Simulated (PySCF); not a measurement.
SMILES Cc1cccc([SiH3])c1 (C7H10Si) at its GFN2-xTB optimised geometry (Å):

```
18

C     -2.1723    -1.8856    -0.0029
C     -1.3929    -0.6045     0.0000
C     -2.0586     0.6168     0.0005
C     -1.3470     1.8020     0.0007
C      0.0367     1.7807     0.0005
C      0.7313     0.5761     0.0000
Si     2.6162     0.5239     0.0242
C     -0.0069    -0.6045     0.0000
H     -2.7960    -1.9474    -0.8943
H     -1.5081    -2.7461     0.0160
H     -2.8284    -1.9328     0.8655
H     -3.1395     0.6339    -0.0002
H     -1.8735     2.7461     0.0004
H      0.5849     2.7123    -0.0008
H      3.1395     1.8315    -0.3749
H      3.0810    -0.5079    -0.9067
H      3.0776     0.1970     1.3774
H      0.5181    -1.5507    -0.0015
```

Level of theory: CAM-B3LYP/def2-SVP (PySCF 2.14.0).

Map of the electron localisation function on the plane z = 1.2 Å:

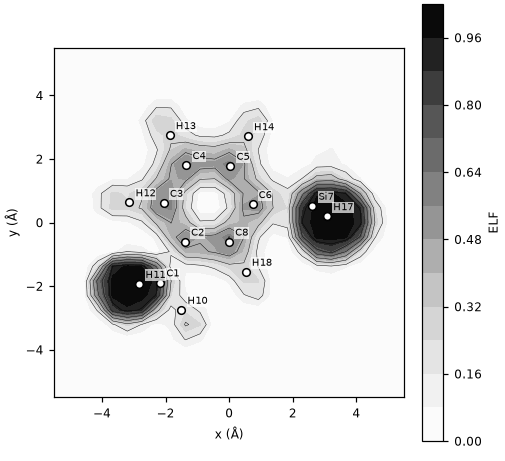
*Electron localisation function on the plane z = 1.2 Å.*
